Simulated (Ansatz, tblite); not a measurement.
# The cluster InAs2−: rung by rung

How do method and basis change the picture of the cluster InAs2− (singlet)?

Program: Ansatz 0.2.0, Gaussian basis. Level of theory: as each input shows. These are calculated values, not measurements.

Levels to be run: GFN1-xTB, GFN2-xTB, PBE-D4/def2-TZVPD, r2SCAN-D4/def2-TZVPD, LDA/def2-TZVPD, HF/def2-TZVPD, CAM-B3LYP-D4/def2-TZVPD, B3LYP-D4/def2-TZVPD, r2SCANh-D4/def2-TZVPD, PBE-D4/def2-SVPD, PBE0-D4/def2-SVPD, CCSD(T)/def2-TZVPPD, MP2/def2-TZVPD, RPA/def2-TZVPD.

8 further runs of the same task are left out: 1 that didn't finish, 7 set aside as unsound or not needed.

## Step 1: The structure

The singlet was relaxed beforehand with r2SCAN-D4/def2-TZVPD. At that level it is the lowest of the isomers that a small search found.

3 atoms, charge -1, spin multiplicity 1.

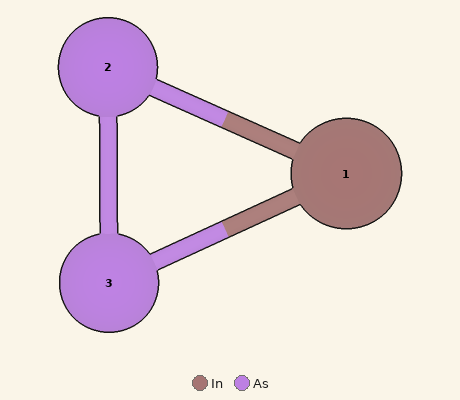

The structure; indium brown, arsenic purple; atoms are numbered from 1 in the order of the file.

In takes a core potential in the def2 sets. No spin-orbit coupling is included. The ion is computed in the gas phase, without counter-ions or solvent.

PBE0-D4/def2-TZVPD was run before; its log isn't repeated, and its numbers join the tables.

## Step 2: GFN1-xTB

Tight binding, by tblite at 300 K electronic temperature and without a spin-polarisation term:

```python
tblite.interface.Calculator('GFN1-xTB', numbers, positions, charge=-1, uhf=0).singlepoint()
```

Energy -174.6115 eV, HOMO -5.97 eV, LUMO -5.23 eV; 0.004 s.

## Step 3: GFN2-xTB

Tight binding, by tblite at 300 K electronic temperature and without a spin-polarisation term:

```python
tblite.interface.Calculator('GFN2-xTB', numbers, positions, charge=-1, uhf=0).singlepoint()
```

Energy -166.1088 eV, HOMO -2.23 eV, LUMO -1.41 eV; 0.003 s.

## Step 4: PBE-D4/def2-TZVPD

start.molden holds the orbitals of an earlier run on this state, given as this run's starting guess.

Input file in.yaml:

```yaml
crystal:
  periodic: [false, false, false]
  atoms:
    - {symbol: In, position_ang: [-1.088308, -0.963864, 0.821285]}
    - {symbol: As, position_ang: [-0.181100, 1.352837, -0.349595]}
    - {symbol: As, position_ang: [1.269407, -0.388983, -0.471690]}
basis:
  gaussian: {orbitals: def2-TZVPD, initial_orbitals: start.molden}
total_charge: -1
hamiltonian: {xc: pbe, dispersion: d4}
scf: {omitted_lower_state_checks: [starts]}
output: {orbitals: {seedname: orbitals}}
```

Command:

```sh
> ansatz run in.yaml --threads 4 --pin off --events-out ev --progress --plain --max-ram 3916MiB
```

The program printed:

```text
Functional definition: PBE
  name "PBE"
  cite "Perdew, Burke & Ernzerhof, Phys. Rev. Lett. 77, 3865 (1996) doi:10.1103/PhysRevLett.77.3865"
  parent pbe
  parameter kappa = 0.804
  parameter beta = 0.06672455060314922
  exchange = pbe_x(kappa = kappa, mu = beta*pi^2/3)
  correlation = pbe_c(beta = beta)
these checks for a lower state are left out or cut short: starts
1245 factors; their error is unknown
mean field evaluation 1: about -126841.3586 eV, gradient 1.2e1 eV
mean field evaluation 2: about -126841.4734 eV, gradient 1.6e-1 eV
mean field evaluation 4: about -126841.4621 eV, gradient 7.2e-4 eV
mean field evaluation 8: about -126841.4621 eV, gradient 1.2e-5 eV
mean field -126841.46212456 eV, -4661.3377568466 hartree, gradient 1.2e-5 eV, S^2 0.000000; 0 other end points of the search recorded, 0 dependent functions left out
reference -126841.46215996 eV, -4661.3377581473 hartree; 44, 44 occupied and 120, 120 virtual orbitals, 1245 factors
Total energy: -126841.60288924 eV, -4661.3429298530 hartree
Checks for a lower state left out: starts
```

Wall time 2 s (4 threads of Arm Neoverse V1, shared host).

From the report: HOMO 0.51 eV, LUMO 1.10 eV. Doubts: highest occupied level lies above zero.

## Step 5: r2SCAN-D4/def2-TZVPD

in.yaml: that of step 4 with these lines changed.

```diff
@@ -9,3 +9,3 @@
 total_charge: -1
-hamiltonian: {xc: pbe, dispersion: d4}
+hamiltonian: {xc: r2scan, dispersion: d4}
 scf: {omitted_lower_state_checks: [starts]}
```

Launched as before.

The program printed:

```text
Functional definition: r2SCAN
  name "r2SCAN"
  cite "Furness, Kaplan, Ning, Perdew & Sun, J. Phys. Chem. Lett. 11, 8208 (2020) doi:10.1021/acs.jpclett.0c02405"
  cite "Furness, Kaplan, Ning, Perdew & Sun, J. Phys. Chem. Lett. 11, 9248 (2020) doi:10.1021/acs.jpclett.0c03077"
  parent r2scan
  parameter k0 = 0.174
  parameter k1 = 0.065
  parameter a1 = 4.9479
  exchange = r2scan_x(k0 = k0, k1 = k1, a1 = a1)
  correlation = r2scan_c
these checks for a lower state are left out or cut short: starts
1245 factors; their error is unknown
mean field evaluation 1: about -126860.8120 eV, gradient 8.7e0 eV
mean field evaluation 2: about -126860.8687 eV, gradient 8.6e-2 eV
mean field evaluation 4: about -126860.8562 eV, gradient 1.5e-4 eV
mean field evaluation 8: about -126860.8562 eV, gradient 1.7e-5 eV
mean field -126860.85623900 eV, -4662.0504774065 hartree, gradient 1.7e-5 eV, S^2 0.000000; 0 other end points of the search recorded, 0 dependent functions left out
reference -126860.85625083 eV, -4662.0504778411 hartree; 44, 44 occupied and 120, 120 virtual orbitals, 1245 factors
Total energy: -126860.87993832 eV, -4662.0513483403 hartree
Checks for a lower state left out: starts
```

It took 4.4 s on 4 threads of Arm Neoverse V1, shared host.

From the report: HOMO 0.36 eV, LUMO 1.09 eV. Doubts: highest occupied level lies above zero.

## Step 6: LDA/def2-TZVPD

in.yaml: that of step 5 with these lines changed.

```diff
@@ -9,4 +9,4 @@
 total_charge: -1
-hamiltonian: {xc: r2scan, dispersion: d4}
+hamiltonian: {xc: lda}
 scf: {omitted_lower_state_checks: [starts]}
-output: {orbitals: {seedname: orbitals}}
+output: {forces: true, orbitals: {seedname: orbitals}}
```

The command is unchanged.

The program printed (excerpt; [...] marks lines left out):

```text
Functional definition: SPW92
  name "SPW92"
  cite "Dirac, Proc. Camb. Phil. Soc. 26, 376 (1930) doi:10.1017/S0305004100016108"
  cite "Slater, Phys. Rev. 81, 385 (1951) doi:10.1103/PhysRev.81.385"
  cite "Perdew & Wang, Phys. Rev. B 45, 13244 (1992) doi:10.1103/PhysRevB.45.13244"
[...]
1245 factors; their error is unknown
[...]
mean field -126672.62874002 eV, -4655.1332444040 hartree, gradient 8.4e-6 eV, S^2 0.000000; 0 other end points of the search recorded, 0 dependent functions left out
[...]
reference -126672.62877348 eV, -4655.1332456338 hartree; 44, 44 occupied and 120, 120 virtual orbitals, 1245 factors
Total energy: -126672.62877348 eV, -4655.1332456338 hartree
Atom 0 at    -1.088308    -0.963864     0.821285 Å, force     0.153991     0.136382    -0.116209 eV/Å
Atom 1 at    -0.181100     1.352837    -0.349595 Å, force     0.026903    -0.192956     0.049359 eV/Å
Atom 2 at     1.269407    -0.388983    -0.471690 Å, force    -0.180894     0.056573     0.066850 eV/Å
Dipole moment:    -0.091728    -0.081239     0.069222 e Å
Checks for a lower state left out: starts
```

Wall time 1.4 s (4 threads of Arm Neoverse V1, shared host).

Report: HOMO 0.36 eV, LUMO 0.91 eV. Doubts: highest occupied level lies above zero.

## Step 7: HF/def2-TZVPD

in.yaml: that of step 6 with these lines changed.

```diff
@@ -9,4 +9,4 @@
 total_charge: -1
-hamiltonian: {xc: lda}
+hamiltonian: {xc: hf}
 scf: {omitted_lower_state_checks: [starts]}
-output: {forces: true, orbitals: {seedname: orbitals}}
+output: {orbitals: {seedname: orbitals}}
```

Same command.

The program printed:

```text
Functional definition: HF
  name "HF"
  cite "Fock, Z. Phys. 61, 126 (1930) doi:10.1007/BF01340294"
  parent pbe
  exchange = exact_x
  correlation = 0
these checks for a lower state are left out or cut short: starts
1561 factors; their error is unknown
mean field evaluation 1: about -126739.2350 eV, gradient 3.2e1 eV
mean field evaluation 2: about -126740.0850 eV, gradient 1.1e0 eV
mean field evaluation 4: about -126742.2055 eV, gradient 2.0e0 eV
mean field evaluation 8: about -126742.2081 eV, gradient 1.1e-5 eV
mean field -126742.20805604 eV, -4657.6902371053 hartree, gradient 1.1e-5 eV, S^2 0.000000; 0 other end points of the search recorded, 0 dependent functions left out
reference -126742.20805604 eV, -4657.6902371053 hartree; 44, 44 occupied and 120, 120 virtual orbitals, 1561 factors
Total energy: -126742.20805604 eV, -4657.6902371053 hartree
Checks for a lower state left out: starts
```

It took 2.8 s on 4 threads of Arm Neoverse V1, shared host.

From the report: HOMO -2.00 eV, LUMO 4.35 eV.

## Step 8: CAM-B3LYP-D4/def2-TZVPD

in.yaml: that of step 7 with these lines changed.

```diff
@@ -9,3 +9,3 @@
 total_charge: -1
-hamiltonian: {xc: hf}
+hamiltonian: {xc: {name: CAM-B3LYP}, dispersion: d4}
 scf: {omitted_lower_state_checks: [starts]}
```

Same command.

The program printed (excerpt; [...] marks lines left out):

```text
Functional definition: CAM-B3LYP
  name "CAM-B3LYP"
  cite "Yanai, Tew & Handy, Chem. Phys. Lett. 393, 51 (2004) doi:10.1016/j.cplett.2004.06.011"
  cite "Iikura, Tsuneda, Yanai & Hirao, J. Chem. Phys. 115, 3540 (2001) doi:10.1063/1.1383587"
  cite "Becke, Phys. Rev. A 38, 3098 (1988) doi:10.1103/PhysRevA.38.3098"
  cite "Lee, Yang & Parr, Phys. Rev. B 37, 785 (1988) doi:10.1103/PhysRevB.37.785"
  cite "Vosko, Wilk & Nusair, Can. J. Phys. 58, 1200 (1980) doi:10.1139/p80-159"
[...]
  # Exact exchange under (alpha + beta erf(omega r))/r, Becke's under what is left of 1/r.
[...]
1356 factors; their error is unknown
296 factors; integrals over basis functions are off by at most 4.1e-5 eV
[...]
mean field -126865.11926577 eV, -4662.2071407506 hartree, gradient 9.0e-6 eV, S^2 0.000000; 0 other end points of the search recorded, 0 dependent functions left out
reference -126865.11935978 eV, -4662.2071442055 hartree; 44, 44 occupied and 120, 120 virtual orbitals, 1356 factors
Total energy: -126865.24744418 eV, -4662.2118512204 hartree
Checks for a lower state left out: starts
```

It took 4 s on 4 threads of Arm Neoverse V1, shared host; peak memory 0.56 GiB.

Report: HOMO -1.24 eV, LUMO 2.83 eV.

## Step 9: B3LYP-D4/def2-TZVPD

in.yaml: that of step 8 with these lines changed.

```diff
@@ -9,3 +9,3 @@
 total_charge: -1
-hamiltonian: {xc: {name: CAM-B3LYP}, dispersion: d4}
+hamiltonian: {xc: {name: B3LYP}, dispersion: d4}
 scf: {omitted_lower_state_checks: [starts]}
```

Launched as before.

The program printed (excerpt; [...] marks lines left out):

```text
Functional definition: B3LYP
  name "B3LYP"
  cite "Stephens, Devlin, Chabalowski & Frisch, J. Phys. Chem. 98, 11623 (1994) doi:10.1021/j100096a001"
  cite "Becke, Phys. Rev. A 38, 3098 (1988) doi:10.1103/PhysRevA.38.3098"
  cite "Lee, Yang & Parr, Phys. Rev. B 37, 785 (1988) doi:10.1103/PhysRevB.37.785"
  cite "Vosko, Wilk & Nusair, Can. J. Phys. 58, 1200 (1980) doi:10.1139/p80-159"
[...]
1370 factors; their error is unknown
[...]
mean field -126863.49237361 eV, -4662.1473535667 hartree, gradient 1.7e-5 eV, S^2 0.000000; 0 other end points of the search recorded, 0 dependent functions left out
reference -126863.49256591 eV, -4662.1473606335 hartree; 44, 44 occupied and 120, 120 virtual orbitals, 1370 factors
Total energy: -126863.73004014 eV, -4662.1560876506 hartree
Checks for a lower state left out: starts
```

Wall time 3.2 s (4 threads of Arm Neoverse V1, shared host).

HOMO -0.07 eV, LUMO 1.66 eV.

## Step 10: r2SCANh-D4/def2-TZVPD

in.yaml: that of step 9 with these lines changed.

```diff
@@ -9,3 +9,3 @@
 total_charge: -1
-hamiltonian: {xc: {name: B3LYP}, dispersion: d4}
+hamiltonian: {xc: {name: r2SCANh}, dispersion: d4}
 scf: {omitted_lower_state_checks: [starts]}
```

The command is unchanged.

The program printed (excerpt; [...] marks lines left out):

```text
Functional definition: r2SCANh
  name "r2SCANh"
  cite "Bursch, Neugebauer, Ehlert & Grimme, J. Chem. Phys. 156, 134105 (2022) doi:10.1063/5.0086040"
  cite "Furness, Kaplan, Ning, Perdew & Sun, J. Phys. Chem. Lett. 11, 8208 (2020) doi:10.1021/acs.jpclett.0c02405"
  cite "Furness, Kaplan, Ning, Perdew & Sun, J. Phys. Chem. Lett. 11, 9248 (2020) doi:10.1021/acs.jpclett.0c03077"
  parent r2scan
[...]
1261 factors; their error is unknown
[...]
mean field -126860.13515852 eV, -4662.0239781875 hartree, gradient 1.2e-5 eV, S^2 0.000000; 0 other end points of the search recorded, 0 dependent functions left out
reference -126860.13516940 eV, -4662.0239785873 hartree; 44, 44 occupied and 120, 120 virtual orbitals, 1261 factors
Total energy: -126860.16318993 eV, -4662.0250083228 hartree
Checks for a lower state left out: starts
```

Run time: 5.5 s. Hardware: 4 threads of Arm Neoverse V1, shared host.

HOMO 0.06 eV, LUMO 1.36 eV. Doubts: highest occupied level lies above zero.

## Step 11: PBE-D4/def2-SVPD

in.yaml: that of step 10 with these lines changed.

```diff
@@ -7,5 +7,5 @@
 basis:
-  gaussian: {orbitals: def2-TZVPD, initial_orbitals: start.molden}
+  gaussian: {orbitals: def2-SVPD, initial_orbitals: start.molden}
 total_charge: -1
-hamiltonian: {xc: {name: r2SCANh}, dispersion: d4}
+hamiltonian: {xc: pbe, dispersion: d4}
 scf: {omitted_lower_state_checks: [starts]}
```

The command is unchanged.

The program printed:

```text
Functional definition: PBE
  name "PBE"
  cite "Perdew, Burke & Ernzerhof, Phys. Rev. Lett. 77, 3865 (1996) doi:10.1103/PhysRevLett.77.3865"
  parent pbe
  parameter kappa = 0.804
  parameter beta = 0.06672455060314922
  exchange = pbe_x(kappa = kappa, mu = beta*pi^2/3)
  correlation = pbe_c(beta = beta)
these checks for a lower state are left out or cut short: starts
1153 factors; their error is unknown
mean field evaluation 1: about -126826.0757 eV, gradient 2.5e1 eV
mean field evaluation 2: about -126826.2891 eV, gradient 3.5e-1 eV
mean field evaluation 4: about -126826.2598 eV, gradient 3.9e-2 eV
mean field -126826.25981445 eV, -4660.7790822546 hartree, gradient 1.1e-5 eV, S^2 0.000000; 0 other end points of the search recorded, 0 dependent functions left out
reference -126826.25984998 eV, -4660.7790835603 hartree; 44, 44 occupied and 64, 64 virtual orbitals, 1153 factors
Total energy: -126826.40057926 eV, -4660.7842552659 hartree
Checks for a lower state left out: starts
```

Wall time 1.1 s (4 threads of Arm Neoverse V1, shared host).

From the report: HOMO 0.62 eV, LUMO 1.20 eV. Doubts: highest occupied level lies above zero.

## Step 12: PBE0-D4/def2-SVPD

in.yaml: that of step 11 with these lines changed.

```diff
@@ -9,3 +9,3 @@
 total_charge: -1
-hamiltonian: {xc: pbe, dispersion: d4}
+hamiltonian: {xc: pbe0, dispersion: d4}
 scf: {omitted_lower_state_checks: [starts]}
```

Launched as before.

The program printed (excerpt; [...] marks lines left out):

```text
Functional definition: PBE0
  name "PBE0"
  cite "Adamo & Barone, J. Chem. Phys. 110, 6158 (1999) doi:10.1063/1.478522"
  cite "Perdew, Burke & Ernzerhof, Phys. Rev. Lett. 77, 3865 (1996) doi:10.1103/PhysRevLett.77.3865"
  parent pbe
[...]
1146 factors; integrals over basis functions are off by at most 5.3e-4 eV
[...]
mean field -126829.47318919 eV, -4660.8971715981 hartree, gradient 2.1e-5 eV, S^2 0.000000; 0 other end points of the search recorded, 0 dependent functions left out
reference -126829.47321545 eV, -4660.8971725632 hartree; 44, 44 occupied and 64, 64 virtual orbitals, 1146 factors
Total energy: -126829.59218611 eV, -4660.9015446543 hartree
Checks for a lower state left out: starts
```

Run time: 1.9 s. Hardware: 4 threads of Arm Neoverse V1, shared host.

From the report: HOMO -0.19 eV, LUMO 1.90 eV.

## Step 13: CCSD(T)/def2-TZVPPD

in.yaml: that of step 12 with these lines changed.

```diff
@@ -7,5 +7,5 @@
 basis:
-  gaussian: {orbitals: def2-SVPD, initial_orbitals: start.molden}
+  gaussian: {orbitals: "def2-TZVPPD.json", initial_orbitals: start.molden}
 total_charge: -1
-hamiltonian: {xc: pbe0, dispersion: d4}
+correlation: {method: ccsd_t}
 scf: {omitted_lower_state_checks: [starts]}
```

Launched as before.

The program printed (excerpt; [...] marks lines left out):

```text
Functional definition: HF
  name "HF"
  cite "Fock, Z. Phys. 61, 126 (1930) doi:10.1007/BF01340294"
  parent pbe
[...]
1195 factors; integrals over basis functions are off by at most 9.1e-4 eV
[...]
mean field -126742.20994902 eV, -4657.6903066711 hartree, gradient 6.8e-6 eV, S^2 0.000000; 1 other end points of the search recorded, 0 dependent functions left out; unrestricted orbitals would lower it
determinant -126742.20994902 eV, -4657.6903066711 hartree, with singles and doubles -126763.77566759 eV, -4658.4828322106 hartree
determinant -126740.06384716 eV, -4657.6114388824 hartree, with singles and doubles -126761.54313530 eV, -4658.4007881624 hartree
22 core orbitals not correlated: weight in the atoms' cores, before any rotation towards them, 1.000 or more for the frozen orbitals, at most 0.000 for the correlated occupied ones
reference -126742.20994902 eV, -4657.6903066711 hartree; 22, 22 occupied and 120, 120 virtual orbitals, 1195 factors
second order -22.06966121 eV of doubles, -0.00000000 eV of singles
cycle   1  -21.50981438 eV  change   -4.7e-1 eV  update   2.7e-2
[...]
cycle   9  -21.53702235 eV  change    6.7e-6 eV  update   1.5e-5
perturbative correction -1.07976615 eV, -0.0396806742 hartree
Total energy: -126764.82673753 eV, -4658.5214583184 hartree
Checks for a lower state left out: starts
```

It took 21 s on 4 threads of Arm Neoverse V1, shared host; peak memory 0.91 GiB.

Report: Hartree-Fock HOMO -2.00 eV, LUMO 4.35 eV; T1 0.016. Doubts: restricted state is unstable towards broken spin symmetry.

## Step 14: MP2/def2-TZVPD

in.yaml: that of step 13 with these lines changed.

```diff
@@ -7,5 +7,5 @@
 basis:
-  gaussian: {orbitals: "def2-TZVPPD.json", initial_orbitals: start.molden}
+  gaussian: {orbitals: def2-TZVPD, initial_orbitals: start.molden}
 total_charge: -1
-correlation: {method: ccsd_t}
+correlation: {method: mp2}
 scf: {omitted_lower_state_checks: [starts]}
```

Launched as before.

The program printed (excerpt; [...] marks lines left out):

```text
Functional definition: HF
  name "HF"
  cite "Fock, Z. Phys. 61, 126 (1930) doi:10.1007/BF01340294"
  parent pbe
[...]
1195 factors; integrals over basis functions are off by at most 9.1e-4 eV
[...]
mean field -126742.20994902 eV, -4657.6903066711 hartree, gradient 6.8e-6 eV, S^2 0.000000; 0 other end points of the search recorded, 0 dependent functions left out; unrestricted orbitals would lower it
22 core orbitals not correlated: weight in the atoms' cores, before any rotation towards them, 1.000 or more for the frozen orbitals, at most 0.000 for the correlated occupied ones
reference -126742.20994902 eV, -4657.6903066711 hartree; 22, 22 occupied and 120, 120 virtual orbitals, 1195 factors
second order -22.06966121 eV of doubles, -0.00000000 eV of singles
Total energy: -126764.27961023 eV, -4658.5013517613 hartree
Checks for a lower state left out: starts
```

Wall time 3.4 s (4 threads of Arm Neoverse V1, shared host).

From the report: Hartree-Fock HOMO -2.00 eV, LUMO 4.35 eV. Doubts: restricted state is unstable towards broken spin symmetry.

## Step 15: RPA/def2-TZVPD

in.yaml: that of step 14 with these lines changed.

```diff
@@ -9,4 +9,4 @@
 total_charge: -1
-correlation: {method: mp2}
+hamiltonian: {xc: pbe}
+correlation: {method: rpa}
 scf: {omitted_lower_state_checks: [starts]}
-output: {orbitals: {seedname: orbitals}}
```

Launched as before.

The program printed (excerpt; [...] marks lines left out):

```text
Functional definition: PBE
  name "PBE"
  cite "Perdew, Burke & Ernzerhof, Phys. Rev. Lett. 77, 3865 (1996) doi:10.1103/PhysRevLett.77.3865"
  parent pbe
[...]
1195 factors; integrals over basis functions are off by at most 9.1e-4 eV
[...]
mean field -126841.46211872 eV, -4661.3377566322 hartree, gradient 3.7e-6 eV, S^2 0.000000; 0 other end points of the search recorded, 0 dependent functions left out
22 core orbitals not correlated: weight in the atoms' cores, before any rotation towards them, 1.000 or more for the frozen orbitals, at most 0.000 for the correlated occupied ones
reference -126740.64162156 eV, -4657.6326717001 hartree; 22, 22 occupied and 120, 120 virtual orbitals, 1195 factors
Total energy: -126771.91869181 eV, -4658.7820828313 hartree
Checks for a lower state left out: starts
```

Wall time 4.3 s (4 threads of Arm Neoverse V1, shared host).

## Step 16: Levels side by side

| level | functions | HOMO (eV) | LUMO (eV) | gap (eV) | time |
| --- | --- | --- | --- | --- | --- |
| HF/def2-TZVPD | 164 | -2.00 | 4.35 | 6.35 | 2.8 s |
| LDA/def2-TZVPD | 164 | 0.36 | 0.91 | 0.55 | 1.4 s |
| PBE-D4/def2-SVPD | 108 | 0.62 | 1.20 | 0.59 | 1.1 s |
| PBE-D4/def2-TZVPD | 164 | 0.51 | 1.10 | 0.58 | 2 s |
| r2SCAN-D4/def2-TZVPD | 164 | 0.36 | 1.09 | 0.73 | 4.4 s |
| r2SCANh-D4/def2-TZVPD | 164 | 0.06 | 1.36 | 1.30 | 5.5 s |
| B3LYP-D4/def2-TZVPD | 164 | -0.07 | 1.66 | 1.73 | 3.2 s |
| PBE0-D4/def2-SVPD | 108 | -0.19 | 1.90 | 2.09 | 1.9 s |
| PBE0-D4/def2-TZVPD | 164 | -0.27 | 1.80 | 2.07 | 3.1 s |
| CAM-B3LYP-D4/def2-TZVPD | 164 | -1.24 | 2.83 | 4.06 | 4 s |

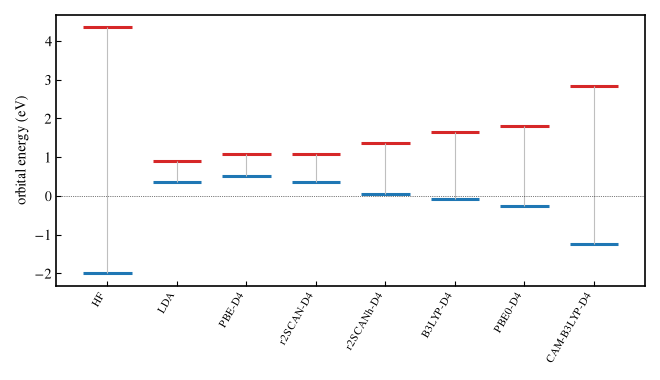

Highest filled (blue) and lowest empty (red) level in def2-TZVPD.

Energy pieces by basis (eV):

| basis | HF | MP2 correlation | CCSD correlation | (T) | total |
| --- | --- | --- | --- | --- | --- |
| def2-TZVPPD | -126742.2099 | -22.0697 | -21.5370 | -1.0798 | -126764.8267 |
| def2-TZVPD | -126742.2099 | -22.0697 |  |  | -126764.2796 (MP2) |

## Step 17: What came out

```
                                                                   quantity                             value
gap in def2-TZVPD, named functionals and Hartree-Fock, smallest and largest       0.55 eV (LDA), 6.35 eV (HF)
                                    correlation energy, CCSD(T)/def2-TZVPPD                         -22.62 eV
                                         correlation energy, MP2/def2-TZVPD                         -22.07 eV
                            PBE0 total energy, smallest basis above largest  15.16 eV (def2-SVPD, def2-TZVPD)
```

Orbital gaps of the named functionals and Hartree-Fock in def2-TZVPD span 0.55 eV (LDA) to 6.35 eV (HF); exact exchange widens it. LDA, PBE-D4, r2SCAN-D4, r2SCANh-D4 put the HOMO above zero: the outermost electron is held by the basis alone.

The slowest run with a step of its own, CCSD(T)/def2-TZVPPD, took 21 s; the quickest functional in def2-TZVPD took 1.4 s (shared host).
